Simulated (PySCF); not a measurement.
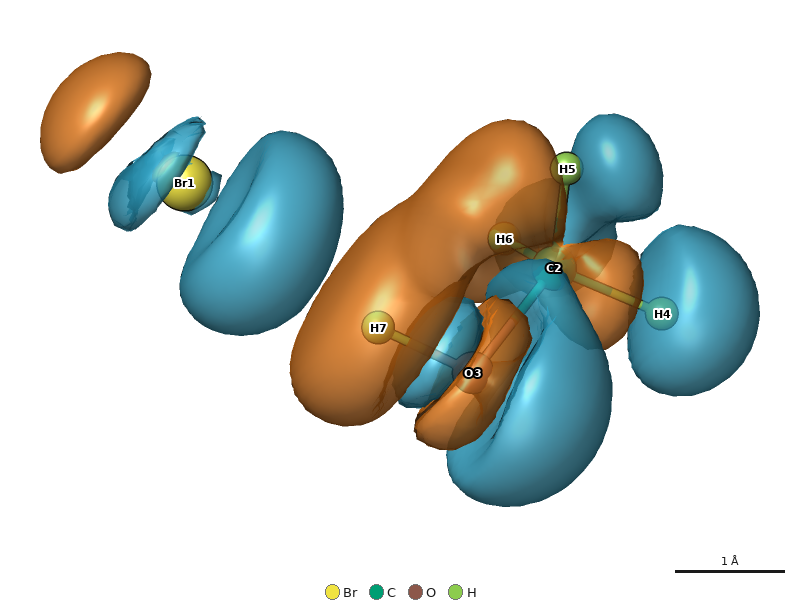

Figure. CH4BrO, charge −1, SMILES `[Br-].CO`. Density of the complex less the densities of the two fragments at the same geometry, ±0.006 e/Å³ (light blue: gain, orange: loss). Fragment A: Br(−1) (atom 1); fragment B: H4CO.

PySCF calculation, HF/aug-cc-pVDZ, gas phase; geometry: GFN2-xTB. GFN2-xTB bond lengths at metals and heavier atoms can be off by up to 0.1 Å and shapes distorted, which carries into these values.

Geometry (Å), atoms numbered from 1:

```
Br1     -1.1369    0.0320    0.0001
C2       2.5030    0.5188    0.0001
O3       1.9751   -0.7711    0.0006
H4       3.5921    0.4341    0.0563
H5       2.1512    1.1041    0.8591
H6       2.2402    1.0670   -0.9146
H7       0.9903   -0.6685   -0.0088
```

Q: How is the density rearranged on binding?

A: Hirshfeld charges show 0.021 e passing from A to B. By Hirshfeld charges, electrons gather most on H4 (−0.029 e) and leave H7 most (+0.042 e); 0.22 e is displaced in all.

Q: What is the interaction energy, and which contacts carry it?

A: The counterpoise-corrected interaction energy of the frozen fragments is −9.9 kcal/mol without dispersion correction and −13.6 kcal/mol with D3(BJ). The pair geometry is semi-empirical, not a minimum at this level. Contacts: Br1···H7, hydrogen bond, 2.24 Å, ρ = 0.026 a.u. The pose is a local one from a semi-empirical search, not shown to be the most stable.
